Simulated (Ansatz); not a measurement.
Cell and atoms:

```xyz
4
Lattice="3.1050 0.0000 0.0000 -1.5525 2.6890 0.0000 0.0000 0.0000 4.9685" Properties=species:S:1:pos:R:3 pbc="T T T"
Al    1.5525    0.8963    2.4893
Al    0.0000    1.7927    0.0050
N     1.5525    0.8963    0.5912
N     0.0000    1.7927    3.0754
```

Summarise the structure in words.

Answer. The structure is one of AlN. The atoms follow space group P6_3mc (No. 186); the Bravais lattice is primitive hexagonal. Prototype: wurtzite. Counting shared atoms by their share gives 2 Al, 2 N, or 4 atoms. Al is linked to four N in a tetrahedral arrangement at 1.89 to 1.90 Å. About every N there are four Al in a tetrahedral arrangement at 1.89 to 1.90 Å. The bonds build a three-dimensional framework.

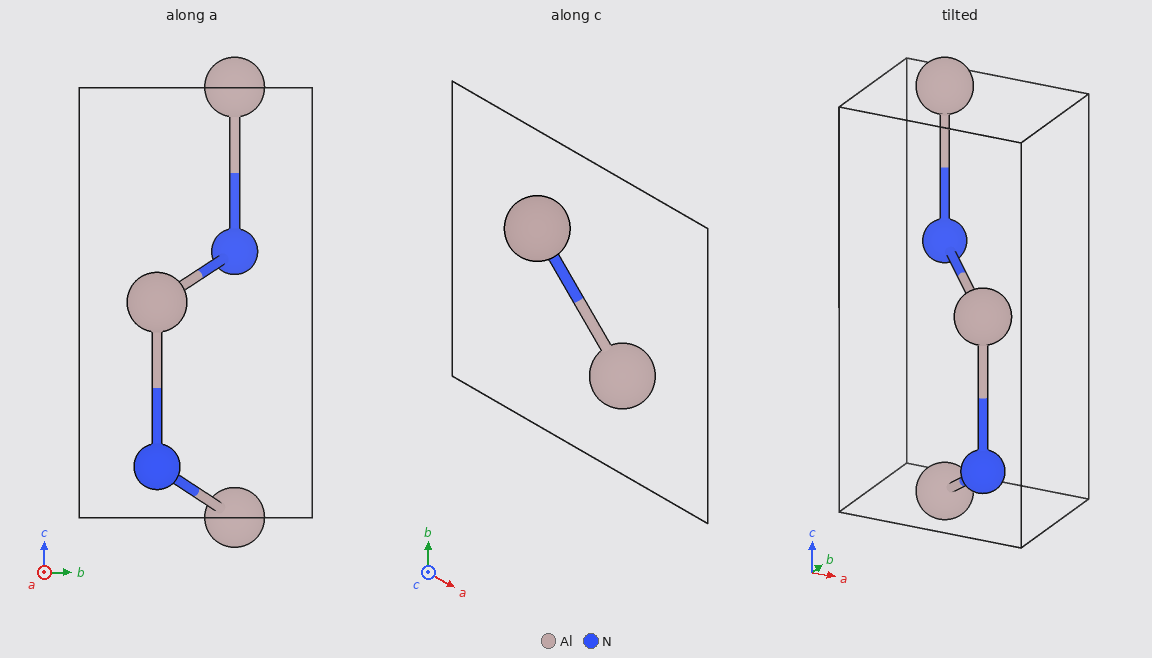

A ball-and-stick picture of a crystal structure, seen along the a axis, along the c axis and slightly off an axis. Lines trace the edges of the conventional unit cell. Colours: aluminium light grey, nitrogen blue.

Source of the structure: a structure listed in the Materials Project. Earlier steps of the study may have refined or changed the cell and positions. It was run through Ansatz as a DFT input.
